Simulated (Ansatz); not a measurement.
# Run report: SnNH7, molecular dynamics (part 5 of 5)

The same run, continued: SnNH7; RKS B3LYP/def2-SVP (Ansatz 0.2.0). It belongs to a series of runs on one base structure; here: dynamics from the highest image of the converged band.

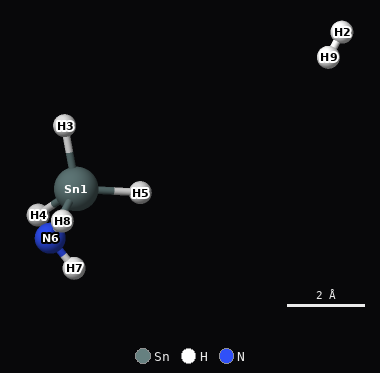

Fig. 1: The geometry at step 178 of the log (ball-and-stick view, seen at a tilt; atoms are numbered from 1 in the order of the input).

## Trajectory as extended XYZ, continued
```
9
Properties=species:S:1:pos:R:3:forces:R:3 step=155 time_fs=77.5 energy=-7434.57232 temperature=1238.3
Sn   -0.3360    0.0488   -0.2350   -1.0806   0.5288   0.5459
H     2.7220   -4.5598    5.4734   -0.2804   0.0996  -0.0573
H     0.9228    0.8346    0.6341    0.0285   0.0205  -0.1412
H    -0.8759    0.7699   -1.6791    0.4337  -0.0212  -0.4054
H     0.0615   -1.6365   -0.4267   -0.1537   0.1803   0.1042
N    -2.1974    0.6278    0.7535    1.1319  -0.9455   0.1751
H    -2.7361   -0.2339    0.6453   -0.5901  -0.1074  -0.3716
H    -2.0505    0.5675    1.7698    0.2303   0.3446   0.0928
H     2.0094   -4.3075    5.3289    0.2805  -0.0997   0.0574
9
Properties=species:S:1:pos:R:3:forces:R:3 step=158 time_fs=79.0 energy=-7434.50146 temperature=1161.0
Sn   -0.3373    0.0494   -0.2349   -0.9781   0.7458   0.4386
H     2.8023   -4.6449    5.5641   -1.0000   0.3477  -0.2090
H     0.9388    0.8207    0.6291   -0.0148   0.0262  -0.1680
H    -0.8951    0.7678   -1.6789    0.4859  -0.0465  -0.3704
H     0.0611   -1.6244   -0.4207   -0.1482   0.0322   0.0889
N    -2.1999    0.6381    0.7428    1.1385  -1.0804  -0.0917
H    -2.6947   -0.2486    0.6253   -0.7512  -0.1182  -0.4416
H    -2.0434    0.5391    1.7460    0.2681   0.4409   0.5442
H     2.0659   -4.3891    5.4105    1.0000  -0.3477   0.2091
9
Properties=species:S:1:pos:R:3:forces:R:3 step=160 time_fs=80.0 energy=-7434.48546 temperature=1143.0
Sn   -0.3382    0.0498   -0.2347   -0.9210   0.8968   0.3399
H     2.8449   -4.6978    5.6222   -0.8109   0.2784  -0.1726
H     0.9494    0.8117    0.6238   -0.0381   0.0350  -0.1762
H    -0.9021    0.7660   -1.6832    0.5190  -0.0717  -0.3223
H     0.0590   -1.6157   -0.4156   -0.1382  -0.0834   0.0770
N    -2.2006    0.6440    0.7356    1.0468  -1.3710  -0.0859
H    -2.6759   -0.2599    0.6067   -0.6899   0.1303  -0.3918
H    -2.0354    0.5253    1.7360    0.2214   0.4640   0.5592
H     2.1145   -4.4473    5.4672    0.8109  -0.2785   0.1727
9
Properties=species:S:1:pos:R:3:forces:R:3 step=162 time_fs=81.0 energy=-7434.48453 temperature=1141.3
Sn   -0.3392    0.0504   -0.2345   -0.8704   1.0318   0.2276
H     2.8800   -4.7482    5.6788   -0.1228   0.0419  -0.0270
H     0.9597    0.8031    0.6167   -0.0552   0.0478  -0.1755
H    -0.9042    0.7634   -1.6906    0.5467  -0.0992  -0.2631
H     0.0556   -1.6079   -0.4097   -0.1262  -0.1967   0.0655
N    -2.2006    0.6490    0.7283    0.9591  -1.7109   0.0826
H    -2.6636   -0.2698    0.5845   -0.5705   0.4591  -0.2777
H    -2.0254    0.5160    1.7312    0.1165   0.4681   0.3404
H     2.1705   -4.5081    5.5254    0.1228  -0.0420   0.0271
9
Properties=species:S:1:pos:R:3:forces:R:3 step=165 time_fs=82.5 energy=-7434.46334 temperature=1118.7
Sn   -0.3409    0.0514   -0.2342   -0.7994   1.1668   0.0497
H     2.9334   -4.8239    5.7639    1.0598  -0.3504   0.2354
H     0.9740    0.7911    0.6031   -0.0680   0.0726  -0.1577
H    -0.8975    0.7577   -1.7063    0.5712  -0.1372  -0.1691
H     0.0483   -1.5999   -0.3998   -0.1121  -0.3287   0.0532
N    -2.1994    0.6542    0.7176    0.9264  -2.0280   0.4318
H    -2.6551   -0.2757    0.5466   -0.4251   0.8158  -0.0563
H    -2.0088    0.5103    1.7290   -0.0930   0.4388  -0.1517
H     2.2540   -4.5991    5.6127   -1.0598   0.3503  -0.2353
9
Properties=species:S:1:pos:R:3:forces:R:3 step=168 time_fs=84.0 energy=-7434.49332 temperature=1151.4
Sn   -0.3427    0.0526   -0.2339   -0.7240   1.1811  -0.1217
H     3.0067   -4.9063    5.8533    0.6808  -0.2197   0.1555
H     0.9869    0.7807    0.5861   -0.0674   0.1003  -0.1224
H    -0.8785    0.7490   -1.7256    0.5689  -0.1637  -0.0861
H     0.0386   -1.5989   -0.3888   -0.1111  -0.3759   0.0506
N    -2.1967    0.6563    0.7076    1.0250  -1.8871   0.5938
H    -2.6561   -0.2647    0.5075   -0.4198   0.7972   0.1289
H    -1.9941    0.5140    1.7239   -0.2715   0.3482  -0.4432
H     2.3174   -4.6835    5.6955   -0.6808   0.2196  -0.1555
9
Properties=species:S:1:pos:R:3:forces:R:3 step=170 time_fs=85.0 energy=-7434.53095 temperature=1192.7
Sn   -0.3439    0.0535   -0.2337   -0.6680   1.1129  -0.2244
H     3.0644   -4.9640    5.9150   -0.2060   0.0659  -0.0484
H     0.9947    0.7749    0.5733   -0.0621   0.1180  -0.0912
H    -0.8590    0.7414   -1.7396    0.5508  -0.1723  -0.0431
H     0.0308   -1.6026   -0.3808   -0.1191  -0.3496   0.0547
N    -2.1940    0.6561    0.7014    1.1410  -1.5345   0.5150
H    -2.6617   -0.2477    0.4827   -0.5023   0.5730   0.1971
H    -1.9873    0.5207    1.7156   -0.3402   0.2528  -0.4083
H     2.3508   -4.7369    5.7487    0.2060  -0.0660   0.0484
9
Properties=species:S:1:pos:R:3:forces:R:3 step=172 time_fs=86.0 energy=-7434.55715 temperature=1222.1
Sn   -0.3452    0.0545   -0.2336   -0.6075   0.9853  -0.3132
H     3.1204   -5.0212    5.9763   -0.8559   0.2689  -0.2031
H     1.0019    0.7702    0.5596   -0.0553   0.1334  -0.0558
H    -0.8342    0.7320   -1.7540    0.5196  -0.1730  -0.0118
H     0.0218   -1.6097   -0.3723   -0.1321  -0.2808   0.0623
N    -2.1905    0.6548    0.6955    1.2642  -1.0592   0.2866
H    -2.6722   -0.2254    0.4597   -0.6258   0.2553   0.2192
H    -1.9837    0.5298    1.7035   -0.3632   0.1391  -0.1874
H     2.3860   -4.7908    5.8023    0.8559  -0.2689   0.2031
9
Properties=species:S:1:pos:R:3:forces:R:3 step=175 time_fs=87.5 energy=-7434.61576 temperature=1286.9
Sn   -0.3473    0.0561   -0.2333   -0.5090   0.7056  -0.4142
H     3.1890   -5.1022    6.0645   -0.8542   0.2627  -0.2073
H     1.0117    0.7657    0.5381   -0.0472   0.1500   0.0012
H    -0.7880    0.7150   -1.7758    0.4506  -0.1596   0.0140
H     0.0059   -1.6250   -0.3583   -0.1532  -0.1223   0.0761
N    -2.1837    0.6517    0.6870    1.3500  -0.4209  -0.2367
H    -2.6994   -0.1881    0.4292   -0.7519  -0.1235   0.2226
H    -1.9848    0.5457    1.6832   -0.3393  -0.0292   0.3369
H     2.4542   -4.8765    5.8864    0.8542  -0.2628   0.2074
9
Properties=species:S:1:pos:R:3:forces:R:3 step=178 time_fs=89.0 energy=-7434.68871 temperature=1366.9
Sn   -0.3495    0.0579   -0.2332   -0.3985   0.3669  -0.4760
H     3.2410   -5.1781    6.1487    0.2465  -0.0737   0.0610
H     1.0204    0.7643    0.5167   -0.0483   0.1567   0.0579
H    -0.7320    0.6945   -1.7973    0.3606  -0.1322   0.0205
H    -0.0132   -1.6429   -0.3428   -0.1652   0.0576   0.0875
N    -2.1748    0.6478    0.6782    1.1616  -0.2355  -0.6525
H    -2.7424   -0.1528    0.4036   -0.5872  -0.0764   0.2958
H    -1.9932    0.5610    1.6698   -0.3230  -0.1372   0.6667
H     2.5389   -4.9674    5.9745   -0.2465   0.0737  -0.0609
9
Properties=species:S:1:pos:R:3:forces:R:3 step=180 time_fs=90.0 energy=-7434.71690 temperature=1398.6
Sn   -0.3510    0.0591   -0.2331   -0.3141   0.1371  -0.5006
H     3.2770   -5.2291    6.2051    1.0216  -0.3013   0.2576
H     1.0257    0.7653    0.5030   -0.0569   0.1551   0.0931
H    -0.6902    0.6792   -1.8114    0.2929  -0.1091   0.0201
H    -0.0279   -1.6544   -0.3314   -0.1637   0.1656   0.0918
N    -2.1678    0.6450    0.6718    0.8736  -0.3507  -0.6547
H    -2.7783   -0.1302    0.3900   -0.2898   0.1596   0.3860
H    -2.0027    0.5698    1.6683   -0.3420  -0.1577   0.5642
H     2.5942   -5.0276    6.0329   -1.0216   0.3012  -0.2575
9
Properties=species:S:1:pos:R:3:forces:R:3 step=182 time_fs=91.0 energy=-7434.75150 temperature=1436.8
Sn   -0.3525    0.0604   -0.2331   -0.2187  -0.0770  -0.5191
H     3.3222   -5.2828    6.2639    1.0616  -0.3076   0.2722
H     1.0304    0.7677    0.4902   -0.0727   0.1486   0.1254
H    -0.6457    0.6629   -1.8254    0.2223  -0.0850   0.0208
H    -0.0442   -1.6643   -0.3191   -0.1537   0.2515   0.0933
N    -2.1603    0.6419    0.6649    0.5101  -0.5106  -0.4012
H    -2.8169   -0.1061    0.3801    0.0744   0.4153   0.4590
H    -2.0155    0.5770    1.6721   -0.3617  -0.1427   0.2219
H     2.6401   -5.0850    6.0889   -1.0616   0.3075  -0.2722
9
Properties=species:S:1:pos:R:3:forces:R:3 step=185 time_fs=92.5 energy=-7434.79824 temperature=1487.8
Sn   -0.3548    0.0622   -0.2332   -0.0569  -0.3405  -0.5491
H     3.4063   -5.3680    6.3563   -0.1283   0.0365  -0.0338
H     1.0362    0.7740    0.4734   -0.1088   0.1311   0.1676
H    -0.5751    0.6369   -1.8458    0.1157  -0.0515   0.0328
H    -0.0714   -1.6746   -0.2990   -0.1234   0.3246   0.0906
N    -2.1484    0.6367    0.6542   -0.0394  -0.5900   0.2210
H    -2.8725   -0.0621    0.3734    0.5266   0.6078   0.4380
H    -2.0410    0.5854    1.6804   -0.3139  -0.0815  -0.4010
H     2.6928   -5.1665    6.1689    0.1283  -0.0365   0.0338
9
Properties=species:S:1:pos:R:3:forces:R:3 step=188 time_fs=94.0 energy=-7434.79369 temperature=1483.5
Sn   -0.3571    0.0640   -0.2334    0.1177  -0.5101  -0.5946
H     3.4883   -5.4527    6.4481   -0.9819   0.2708  -0.2634
H     1.0395    0.7831    0.4601   -0.1539   0.1070   0.2028
H    -0.5020    0.6099   -1.8656    0.0121  -0.0254   0.0653
H    -0.1011   -1.6779   -0.2770   -0.0783   0.3233   0.0840
N    -2.1365    0.6305    0.6438   -0.4205  -0.3669   0.7332
H    -2.9174   -0.0055    0.3758    0.6539   0.4728   0.2092
H    -2.0732    0.5921    1.6806   -0.1310  -0.0006  -0.6997
H     2.7476   -5.2486    6.2494    0.9819  -0.2709   0.2634
9
Properties=species:S:1:pos:R:3:forces:R:3 step=190 time_fs=95.0 energy=-7434.79810 temperature=1488.1
Sn   -0.3586    0.0651   -0.2335    0.2346  -0.5674  -0.6352
H     3.5324   -5.5063    6.5064   -0.8920   0.2421  -0.2425
H     1.0400    0.7905    0.4537   -0.1839   0.0894   0.2228
H    -0.4530    0.5915   -1.8780   -0.0548  -0.0124   0.0980
H    -0.1220   -1.6763   -0.2613   -0.0424   0.2822   0.0784
N    -2.1289    0.6261    0.6375   -0.5178  -0.0892   0.8717
H    -2.9396    0.0380    0.3802    0.5207   0.2417  -0.0406
H    -2.0964    0.5965    1.6728    0.0436   0.0557  -0.5951
H     2.7946   -5.3062    6.3059    0.8921  -0.2421   0.2425
9
Properties=species:S:1:pos:R:3:forces:R:3 step=192 time_fs=96.0 energy=-7434.79915 temperature=1488.7
Sn   -0.3601    0.0662   -0.2338    0.3499  -0.5849  -0.6815
H     3.5683   -5.5576    6.5626   -0.2786   0.0744  -0.0768
H     1.0387    0.7987    0.4494   -0.2098   0.0720   0.2406
H    -0.4045    0.5730   -1.8895   -0.1199  -0.0018   0.1359
H    -0.1432   -1.6720   -0.2449   -0.0037   0.2131   0.0724
N    -2.1217    0.6216    0.6317   -0.5080   0.2157   0.8204
H    -2.9569    0.0839    0.3842    0.2659  -0.0229  -0.3244
H    -2.1192    0.6014    1.6595    0.2255   0.1087  -0.2634
H     2.8499   -5.3660    6.3646    0.2786  -0.0745   0.0768
9
Properties=species:S:1:pos:R:3:forces:R:3 step=195 time_fs=97.5 energy=-7434.73876 temperature=1422.8
Sn   -0.3623    0.0678   -0.2342    0.5230  -0.5577  -0.7539
H     3.6201   -5.6340    6.6462    0.9747  -0.2525   0.2745
H     1.0329    0.8123    0.4473   -0.2344   0.0489   0.2632
H    -0.3341    0.5452   -1.9042   -0.2128   0.0121   0.1916
H    -0.1750   -1.6619   -0.2189    0.0563   0.0720   0.0637
N    -2.1115    0.6152    0.6241   -0.5083   0.5443   0.5101
H    -2.9789    0.1517    0.3836   -0.0669  -0.2888  -0.6800
H    -2.1489    0.6108    1.6362    0.4431   0.1692   0.4052
H     2.9349   -5.4564    6.4532   -0.9747   0.2524  -0.2745
9
Properties=species:S:1:pos:R:3:forces:R:3 step=198 time_fs=99.0 energy=-7434.68977 temperature=1368.7
Sn   -0.3644    0.0692   -0.2348    0.7031  -0.5057  -0.8168
H     3.6904   -5.7151    6.7351    0.8240  -0.2070   0.2373
H     1.0221    0.8270    0.4508   -0.2363   0.0310   0.2806
H    -0.2683    0.5177   -1.9147   -0.2965   0.0270   0.2298
H    -0.2056   -1.6504   -0.1916    0.1142  -0.0840   0.0556
N    -2.1021    0.6097    0.6173   -0.8660   0.6103   0.3215
H    -3.0016    0.2137    0.3688    0.0336  -0.2629  -0.7826
H    -2.1692    0.6237    1.6210    0.5480   0.1843   0.7119
H     3.0014   -5.5420    6.5367   -0.8240   0.2070  -0.2373
9
Properties=species:S:1:pos:R:3:forces:R:3 step=200 time_fs=100.0 energy=-7434.67664 temperature=1353.6
Sn   -0.3657    0.0702   -0.2352    0.8253  -0.4792  -0.8441
H     3.7475   -5.7718    6.7973   -0.0481   0.0119  -0.0140
H     1.0121    0.8372    0.4565   -0.2248   0.0218   0.2886
H    -0.2278    0.4997   -1.9191   -0.3444   0.0387   0.2385
H    -0.2247   -1.6435   -0.1727    0.1492  -0.1749   0.0501
N    -2.0966    0.6065    0.6131   -1.3001   0.5816   0.4329
H    -3.0165    0.2519    0.3497    0.3323  -0.1461  -0.6892
H    -2.1764    0.6346    1.6189    0.5625   0.1582   0.5231
H     3.0354   -5.5964    6.5894    0.0481  -0.0120   0.0140
```

The run was set up as follows.

## The input
```yaml
crystal:
  periodic: [false, false, false]
  atoms:
    - { symbol: Sn, position_ang: [-0.299906, 0.027445, -0.220221] }
    - { symbol: H, position_ang: [-0.215028, -1.003904, 1.780023] }
    - { symbol: H, position_ang: [1.105595, 0.867922, 0.285151] }
    - { symbol: H, position_ang: [-1.039818, 1.017015, -1.456081] }
    - { symbol: H, position_ang: [-0.121324, -1.534196, -0.90322] }
    - { symbol: "N", position_ang: [-2.024605, 0.209031, 1.188062] }
    - { symbol: H, position_ang: [-2.912347, -0.21201, 0.893006] }
    - { symbol: H, position_ang: [-2.225434, 1.143304, 1.561172] }
    - { symbol: H, position_ang: [-1.195831, -0.514611, 1.800607] }
basis:
  gaussian: { orbitals: def2-SVP }
hamiltonian:
  xc: b3lyp
md:
  timestep: 0.5
  n_steps: 200
  ensemble: nve
  temperature: 100.0
  initial_velocities: maxwell_boltzmann
  seed: 11285
```

Launched with:
```bash
ansatz run input.yaml --threads 1 --pin off --max-ram 2048MiB --backend cpu --events-out ev --progress --plain --runs-dir out
```

## Summary

- outcome: finished
- mean temperature over the second half: 1333 K
- trajectory: 200 steps, 100 fs
- ensemble: nve
- temperature in the input: 100.0 K
- time step: 0.5 fs
- potential energy (last step): −7434.6770 eV
- mean-field energy (last step): −7434.6770 eV
- largest force (length of the vector) (last step): 1.489 eV/Å
- hardware: 1 thread of Arm Neoverse V2, 24 GiB of memory available, shared host
- wall time: 7.5 min
- peak memory: 0.17 GiB

So short a trajectory is not equilibrated.
